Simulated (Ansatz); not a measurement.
# MoPb2 (built on the sites of a database entry of Ge2Mo): from the cell to its phonons

How does MoPb2 (built on the sites of a database entry of Ge2Mo) vibrate, and is this structure a minimum?

Method: DFT PBEsol, scalar-relativistic, plane waves, PAW, in Ansatz 0.2.0.

The structure was built from a prototype and need not be the compound's stable phase.

### 1. Starting point

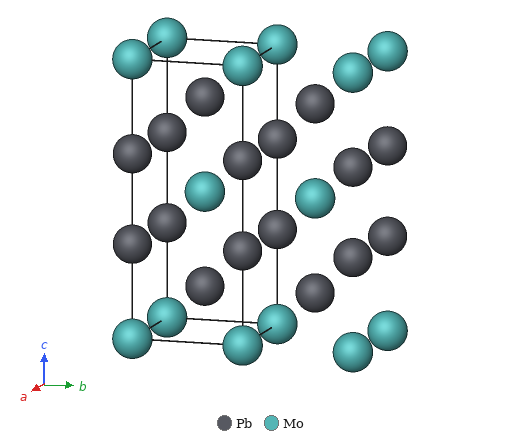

The cell as given, slightly off an axis (lead dark grey, molybdenum teal). 1×2×1 cells are drawn. This picture shows the conventional cell, with its axes. Some periodic images of atoms are drawn too.

### 2. Rough relaxation

The start is far from rest, so a relaxation with loose tolerances brings it close first.

input.yaml

```yaml
crystal:
  lattice:
    - [-1.81228, 1.81228, 4.46841]
    - [1.81228, -1.81228, 4.46841]
    - [1.81228, 1.81228, -4.46841]
  atoms:
    - { symbol: Pb, position: [0.66167429, 0.66167429, 0.0] }
    - { symbol: Pb, position: [0.33832571, 0.33832571, 0.0] }
    - { symbol: Mo, position: [0.0, 0.0, 0.0] }
kpoints:
  mp_grid: { grid: [8, 8, 8] }
hamiltonian:
  xc: pbesol
scf:
  occupations: { method: gaussian, width: 0.1 }
output:
  forces: true
  stress: true
  eigenvalues: true
relax:
  adjacent_minimum: "off"
  f_tol: 0.05
  max_steps: 80
  cell: { stress_tol: 0.5 }
```

Launch:

```
$ ansatz run input.yaml --threads 8 --pin off --max-ram 14336MiB --backend cpu --events-out ev --progress --plain --runs-dir out
```

Numbers of over 12 decimals in the logs are rounded to 6 here.

Output:

```text
The last accepted step is kept in <dir> (removed where the run ends without a failure and the disk answers)
[...]
F+E_penalty+E_count = -28405.53858045 eV   max|allowed force component| = 1.059e-2 eV/Å   (the final SCF, on the basis selected at the relaxed cell)
  cell:  # Å, volume = 64.5543 Å³
    - [-1.819993, 1.819993, 4.872209]
    - [1.819993, -1.819993, 4.872209]
    - [1.819993, 1.819993, -4.872209]
  atoms:
    - { symbol: Pb, position: [0.654282, 0.654282, 0] }
    - { symbol: Pb, position: [0.345718, 0.345718, 0] }
    - { symbol: Mo, position: [-3.963073102944872e-19, -3.963073102944908e-19, 0] }
[key lines of the parts left out:]
SCF converged after 6 iterations
Free energy (F): -28405.538580 eV
Fermi energy:    15.579993 eV
P = ⅓ Tr σ = -0.0243 GPa (-0.243 kbar)
```

Run time: 3.5 s. Hardware: 8 threads of Intel Xeon 6975P-C (Granite Rapids), shared host; peak memory 0.55 GiB; 20 s of CPU time.

The steps of the relaxation:

```csv
step,energy less that of the first step (eV),largest force component (eV/Å),pressure (GPa),volume (Å³)
1,0.0000,0.3527,12.37,58.70
2,-0.2395,0.0770,-0.81,64.85
3,-0.2708,0.1951,-0.40,64.53
4,-0.2820,0.0500,0.32,64.28
5,-0.2826,0.0104,-0.04,64.55
6*,-0.2837,0.0106,-0.02,64.55
```

Relaxation steps marked * repeat the geometry before them on a plane-wave basis chosen anew for their cell, so energy and pressure can jump there.

Forces are held to the 16 operations that the run works with; a distortion that breaks them can't arise in this run.

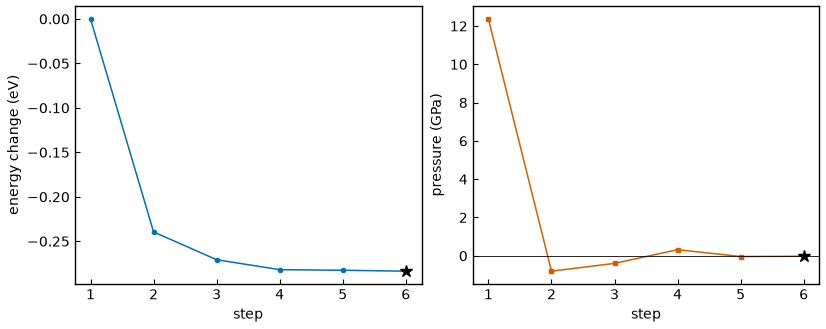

Energy and pressure along the relaxation. Stars mark steps on a basis chosen anew.

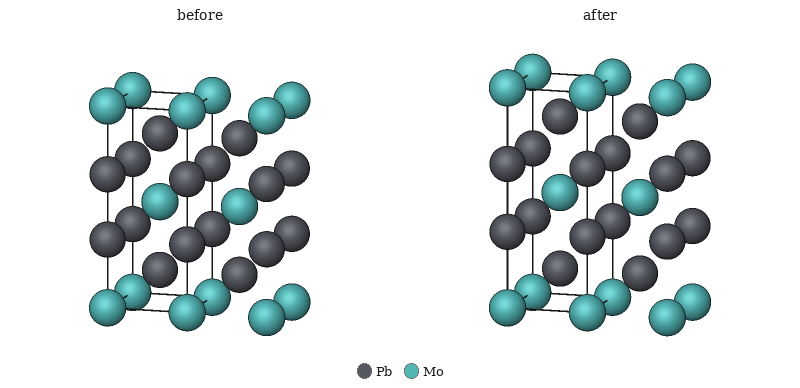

The structure before and after the relaxation, drawn at the same scale.

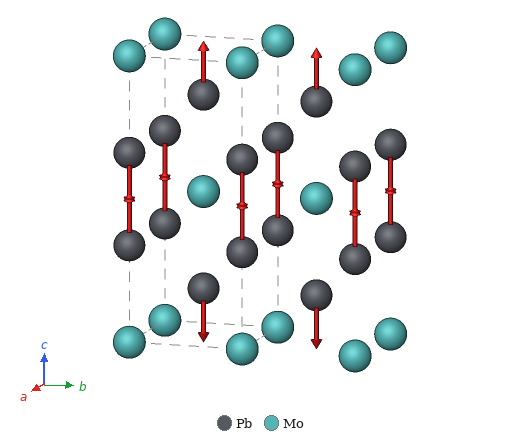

Displacements in the relaxation, exaggerated, measured against the changing cell; the longest in the cell stands for 0.07 Å. 1×2×1 conventional cells are drawn. Some periodic images of atoms are drawn too.

```csv
"conventional cell, symmetrised",before,after,change
a (Å),3.625,3.640,+0.4 %
b (Å),3.625,3.640,+0.4 %
c (Å),8.937,9.744,+9.0 %
volume (Å³/atom),19.57,21.52,+10.0 %
```

The atoms that moved most (Å, as changes of fractional coordinates times the final cell):

```csv
atom,dx,dy,dz,length
Pb1,0.000,0.000,-0.072,0.072
Pb2,0.000,0.000,0.072,0.072
```

The relaxed structure:

```cif
data_structure
_symmetry_space_group_name_H-M 'P 1'
_symmetry_Int_Tables_number 1
_cell_length_a 5.5103
_cell_length_b 5.5103
_cell_length_c 5.5103
_cell_angle_alpha 141.427
_cell_angle_beta 141.427
_cell_angle_gamma 55.693
_cell_volume 64.55
loop_
_atom_site_label
_atom_site_type_symbol
_atom_site_fract_x
_atom_site_fract_y
_atom_site_fract_z
_atom_site_occupancy
Pb1 Pb 0.65428 0.65428 0.00000 1
Pb2 Pb 0.34572 0.34572 0.00000 1
Mo3 Mo 0.00000 0.00000 0.00000 1
```

Numbers from this step:

| Property | Result |
| --- | --- |
| pressure | -0.02433 GPa |
| volume per atom | 21.52 Å³ |
| gap on the k-mesh | 0 eV |

In this step the volume went from 19.57 to 21.52 Å³/atom.

### 3. Bringing the structure to rest

Harmonic phonons are second derivatives at a point where the forces vanish, and they are wanted at zero stress, so atoms and cell are relaxed first.

input.yaml, the sections that differ from step 2:

```yaml
crystal:
  lattice:
    - [-1.8199925626, 1.8199925626, 4.8722092814]
    - [1.8199925626, -1.8199925626, 4.8722092814]
    - [1.8199925626, 1.8199925626, -4.8722092814]
  atoms:
    - { symbol: Pb, position: [0.6542821917, 0.6542821917, 0.0] }
    - { symbol: Pb, position: [0.3457178083, 0.3457178083, 0.0] }
    - { symbol: Mo, position: [0.0, 0.0, 0.0] }
kpoints:
  mp_grid: { grid: [16, 16, 16] }
relax:
  adjacent_minimum: "off"
  f_tol: 0.005
  max_steps: 80
  cell: { stress_tol: 0.05 }
# hamiltonian, scf, output: as in step 2
```

Output:

```text
[...]
Crystal: 3 atoms, lattice volume = 64.554 Å³
Basis set: ecut = 420 eV, 1269 PW (Γ), FFT grids on a1+a3, a2+a3, a3, exchange–correlation on 50×50×80 points (8 copies of the dense FFT grid, shifted against one another)
Bands: 26, of which v1, the nominal top of the filled ones, is band 21 counted from 1 (20 counted from 0)
Symmetry: 16 space group operations
[...]
--- Relaxed structure (3 steps of the walk, 2 accepted, 1 SCFs on fresh bases) ---
[...]
cell:  # Å, volume = 64.5434 Å³
    - [-1.819598, 1.819598, 4.873499]
    - [1.819598, -1.819598, 4.873499]
    - [1.819598, 1.819598, -4.873499]
  atoms:
    - { symbol: Pb, position: [0.654206, 0.654206, 0] }
    - { symbol: Pb, position: [0.345794, 0.345794, 0] }
    - { symbol: Mo, position: [0, 0, 0] }
[key lines of the parts left out:]
SCF converged after 7 iterations
Free energy (F): -28405.538286 eV
Fermi energy:    15.590654 eV
P = ⅓ Tr σ = -0.0024 GPa (-0.024 kbar)
```

It took 9.7 s on 8 threads; peak memory 0.86 GiB; 69 s of CPU time.

Little changed from the start: no atom moved by 0.005 Å and no cell edge by 0.1 %.

This step gave:

* pressure: -0.002379 GPa
* volume per atom: 21.51 Å³

In this step the volume went from 21.52 to 21.51 Å³/atom.

### 4. Relaxing to small forces for the phonons

Phonons need a cell at rest on their own settings, so the relaxation is repeated with tight tolerances on forces and stress, using the mesh and the filling of the phonon run that follows.

input.yaml

```yaml
crystal:
  lattice:
    - [-1.8195975364, 1.8195975364, 4.8734993694]
    - [1.8195975364, -1.8195975364, 4.8734993694]
    - [1.8195975364, 1.8195975364, -4.8734993694]
  atoms:
    - { symbol: Pb, position: [0.6542057272, 0.6542057272, 0.0] }
    - { symbol: Pb, position: [0.3457942728, 0.3457942728, 0.0] }
    - { symbol: Mo, position: [0.0, 0.0, 0.0] }
kpoints:
  mp_grid: { grid: [16, 16, 16] }
hamiltonian:
  xc: pbesol
scf:
  occupations: { method: methfessel_paxton, width: 0.2 }
output:
  forces: true
  stress: true
  eigenvalues: true
relax:
  adjacent_minimum: "off"
  f_tol: 0.001
  max_steps: 60
  cell: { stress_tol: 0.01 }
```

Output:

```text
[...]
Crystal: 3 atoms, lattice volume = 64.543 Å³
Basis set: ecut = 420 eV, 1269 PW (Γ), FFT grids on a1+a3, a2+a3, a3, exchange–correlation on 50×50×80 points (8 copies of the dense FFT grid, shifted against one another)
Bands: 26, of which v1, the nominal top of the filled ones, is band 21 counted from 1 (20 counted from 0)
Symmetry: 16 space group operations
[...]
--- Relaxed structure (3 steps of the walk, 2 accepted, 1 SCFs on fresh bases) ---
[...]
cell:  # Å, volume = 64.5287 Å³
    - [-1.819354, 1.819354, 4.873697]
    - [1.819354, -1.819354, 4.873697]
    - [1.819354, 1.819354, -4.873697]
  atoms:
    - { symbol: Pb, position: [0.654190, 0.654190, 0] }
    - { symbol: Pb, position: [0.345810, 0.345810, 0] }
    - { symbol: Mo, position: [0, 0, 0] }
[key lines of the parts left out:]
SCF converged after 4 iterations
Free energy (F): -28405.533897 eV
Fermi energy:    15.592789 eV
P = ⅓ Tr σ = 0.0004 GPa (0.004 kbar)
```

It took 8.8 s on 8 threads; peak memory 0.87 GiB; 62 s of CPU time.

Little changed from the start: no atom moved by 0.005 Å and no cell edge by 0.1 %.

This step gave:

| Property | Result |
| --- | --- |
| pressure | 3.78e-4 GPa |

The largest force component left is 0.63 meV/Å and the pressure is 0.000 GPa, within the tolerances set. The cell now holds 21.51 Å³/atom.

### 5. Linear response at the zone centre

The zone centre comes first: it holds the modes that light can see, as far as symmetry allows. No field response is asked, since the mesh shows no gap.

input.yaml, the sections that differ from step 4:

```yaml
crystal:
  lattice:
    - [-1.8193535134, 1.8193535134, 4.8736973604]
    - [1.8193535134, -1.8193535134, 4.8736973604]
    - [1.8193535134, 1.8193535134, -4.8736973604]
  atoms:
    - { symbol: Pb, position: [0.6541899867, 0.6541899867, 0.0] }
    - { symbol: Pb, position: [0.3458100133, 0.3458100133, 0.0] }
    - { symbol: Mo, position: [0.0, 0.0, 0.0] }
output:
  eigenvalues: true
phonons:
  method: dfpt
# kpoints, hamiltonian, scf: as in step 4
# relax: removed
```

Output:

```text
zone centre: on kpoints.mp_grid the ground state, and the responses unless they are solved on pairs of k-points, stand on 621 of the mesh's 4096 k-points, reduced under 4 symmetry operations, with k and −k counted as one. Each operation leaves every solved displacement unchanged or reverses it
[...]
Crystal: 3 atoms, lattice volume = 64.529 Å³
Basis set: ecut = 420 eV, 1269 PW (Γ), exchange–correlation on 80×80×80 points (8 copies of the dense FFT grid, shifted against one another)
Bands: 26, of which v1, the nominal top of the filled ones, is band 21 counted from 1 (20 counted from 0)
Symmetry: 16 space group operations
k-points: 621 of 4096 (irreducible under 4 space group operations, time reversal used)
[...]
SCF iter   1: F=—  HF=-28405.549688 eV  |F-HF|=—  |Δ(HF+E_count)|=         —  Δρ=9.33e-3  dr2=9.57e-2  ethr=1.77e-3  ⟨swp⟩=6.2  Hψ=70655  notcnv=0
[...]
SCF iter  10: F=-28405.533897 eV  HF=-28405.533897 eV  |F-HF|=3.64e-12  |Δ(HF+E_count)|=  7.28e-12  S|Δr|=    0.00e0  Δρ=3.97e-8  dr2=1.18e-12  ethr=1.00e-12  ⟨swp⟩=7.8  Hψ=87430  notcnv=0
SCF 1 converged in 10 iterations: F = -28405.533897 eV  dr2 = 1.18e-12
[...]
DFPT response loops at Γ: preconditioner auto → Kerker (q_TF=auto, 2.540 Å⁻¹) (partly filled bands, converged f_vac=0.000); β = 1.00, the filter's whole step (`scf.mixing.beta` (0.50) is not read by the response loops under this deck's `scf.mixing.preconditioner`; to damp them name `kerker` or `kerker_dos`, under which they read `scf.mixing.beta`, and type it under 1.00, their step now; both keys bind the ground state too); Broyden in place of MSR1
SCF converged after 10 iterations
[...]
Free energy (F): -28405.533897 eV
[...]
Internal energy: -28405.532497 eV  (E = F + TS)
E sigma→0 (E₀):  -28405.533547 eV
Entropy (-TS):   -0.001400 eV (-0.467 meV/atom)
Fermi energy:    15.592789 eV
[...]
--- Band table (eV; the first three rows and the last of 621) ---
  k-point 0: bands = [... 17 lower, 13.8130, 14.2433, 14.2433, 15.8893, 17.3017, 18.8740, 19.4366, 19.4366, ... 1 higher]
  k-point 1: bands = [... 17 lower, 13.8248, 14.1137, 14.4099, 15.7058, 17.2910, 18.0109, 18.8705, 19.3646, ... 1 higher]
  k-point 2: bands = [... 17 lower, 13.7499, 13.8642, 14.8367, 15.1442, 16.9114, 17.2670, 18.2369, 19.0779, ... 1 higher]
  k-point 620: bands = [... 17 lower, 14.9139, 15.1355, 15.1355, 15.8856, 16.1802, 16.1802, 17.0398, 18.7074, ... 1 higher]
--- Phonons (Γ-DFPT): 4 representative perturbations + reference, on 621 of 4096 k-points (Σ response iterations 12) ---
  k mesh reduced under 4 symmetry operations, with k and −k counted as one. Each operation leaves every solved displacement unchanged or reverses it
  ASR residual: 6.584e-5 → 0.000e0 eV/Å²; symmetrization residual: 1.936e-5 eV/Å²
  ASR residual per site (eV/Å²): 6.45e-5 6.45e-5 6.58e-5
  Γ frequencies (cm⁻¹): 0.00 0.00 0.00 98.65 98.65 100.26 141.12 141.12 150.47
  non-analytic LO–TO correction: not included (Born effective charges unavailable; polar crystals: no LO–TO splitting at Γ)
```

Elapsed: 56 s, on 8 threads; peak memory 3.3 GiB; 6.5 min of CPU time.

This step gave:

| Item | Value |
| --- | --- |
| sum-rule residual before enforcement | 6.58e-5 eV/Å² |
| point group | 4/mmm |
| highest optical mode at the zone centre (no LO-TO term) | 150.5 cm⁻¹ |
| lowest optical zone-centre mode | 98.65 cm⁻¹ |

Patterns of degenerate modes are one choice out of their space. The modes at Γ (shares of kinetic energy by element, %):

```csv
mode,frequency (cm⁻¹),symmetry,Pb %,Mo %
1,0.0,acoustic,81,19
2,0.0,acoustic,81,19
3,0.0,acoustic,81,19
4,98.7,Eg,100,0
5,98.7,Eg,100,0
6,100.3,A2u,19,81
7,141.1,Eu,19,81
8,141.1,Eu,19,81
9,150.5,A1g,100,0
```

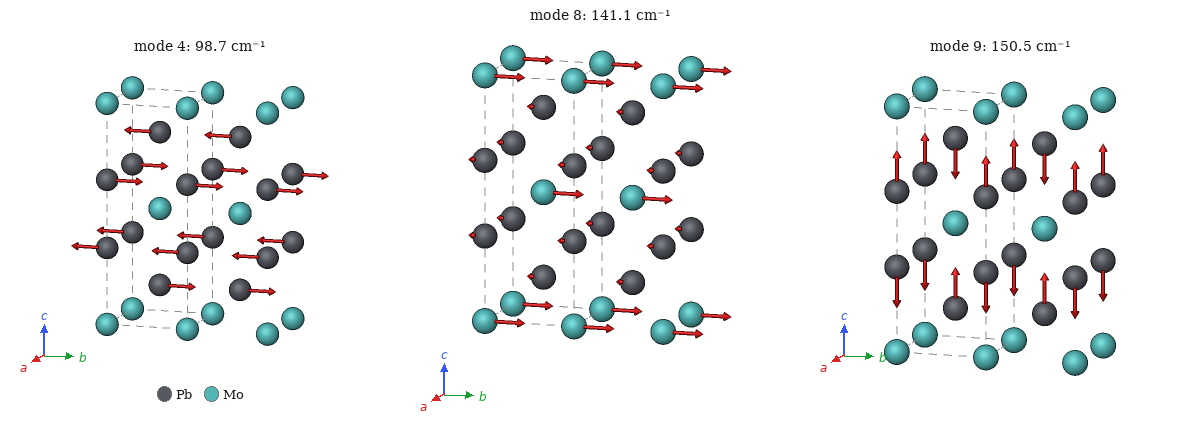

Displacement patterns of modes 4, 8 and 9 at Γ; arrows are exaggerated. 1×2×1 conventional cells are drawn. Some periodic images of atoms are drawn too.

Before it was imposed, the acoustic sum rule was missed by 6.6e-5 eV/Å². Small misses are needed for a sound result but don't prove that mesh and cutoff are converged. The lowest optical mode is real, 98.7 cm⁻¹.

[end of part 1 of 2]

[Logs are printed without paths, hosts, clocks, repeated set-up lines and the standing remarks that a program may print on its own settings, such as how far it seeks lower states.]

[Hosts, paths, dates, database ids (printed as entryN), source tags and the programs' standing remarks are cut or masked in the printed files.]
